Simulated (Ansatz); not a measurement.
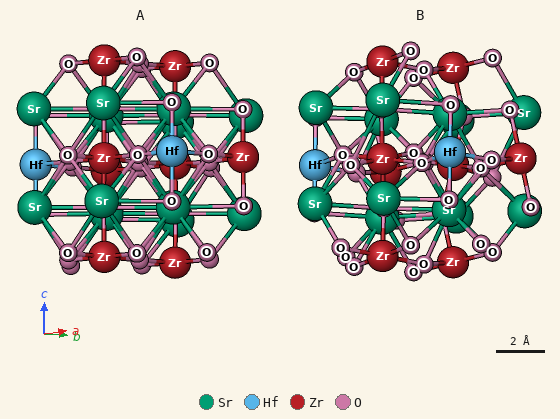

Two geometries of a crystal of Sr8Hf2Zr6O24 (a generated structure, set up in P1), drawn at one scale. One is the start of a relaxation, the other its converged end. A ball-and-stick model of the atoms within 5.8 Å of the atom that moves most (axes of the cell of the calculation), seen from a free direction.

The calculation used DFT, PBEsol, PAW, plane waves (Ansatz 0.2.0). (plane-wave cutoff 420 eV; k-point mesh 1 × 1 × 1; mesh shifted by (0.25, 0.25, 0.25); no spin polarisation; cell relaxed at fixed shape; force threshold 0.03 eV/Å; at most 80 steps)

**Which of the two is the end point?**

Structure B is the relaxed one. The energy falls by 62.2 meV per atom in 11 geometry steps. Largest force component: 1.3 eV/Å at the start, 0.0017 eV/Å at the end. The pressure goes from −0.02 to 0.00 GPa. The atom that moves furthest relative to the cell is an O atom (0.49 Å along [−1 0 2]). Largest moves by element: O 0.49 Å, Sr 0.21 Å, Hf 0.06 Å, Zr 0.04 Å. The volume changes by −3.0 %, with a = b = c 8.251 → 8.166 Å (−1.0 %). Near-neighbour distances that change, for instance: O–Sr 2.870 → 3.449 Å, O–Sr 2.891 → 3.443 Å, O–Sr 2.884 → 3.429 Å, O–Sr 2.919 → 3.433 Å. Among the angles between lasting bonds that change: Zr–O–Zr 178.5° → 154.3°, Zr–O–Zr 178.6° → 154.4°, Zr–O–Zr 178.8° → 155.1°. The space group (tolerance 0.01 Å) goes from P1 (No. 1) to P-1 (No. 2). Cost: 51 s on 7 threads of Arm Neoverse-V2, peak memory 1.2 GiB.
